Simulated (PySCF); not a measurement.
Vertical excitations of a molecule C₃H₉AlO from TDDFT-PBE/def2-SVPD (PySCF), as energy in eV (oscillator strength): 5.09 (0.000), 5.78 (0.031), 6.18 (0.009), 6.34 (0.052), 6.43 (0.011), 6.60 (0.012), 6.75 (0.000), 6.84 (0.034), 6.89 (0.070), 7.08 (0.016). Lowest triplet (TDA): 4.77 eV. Geometry optimised at B3LYP-D3(BJ)/def2-SVP. One conformer was computed; it need not be the lowest.

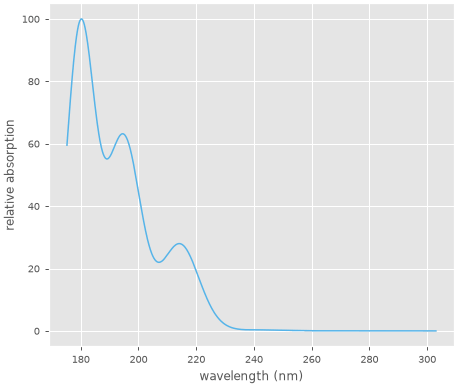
Figure. The lines broadened by 0.4 eV.

**Question.** Which structure fits?
A. C[CH](C)[AlH][OH]
B. CC[CH2][AlH][OH]
C. C[O][Al]([CH3])[CH3]
D. CC[O][AlH][CH3]

**Answer.** B, CC[CH2][AlH][OH]
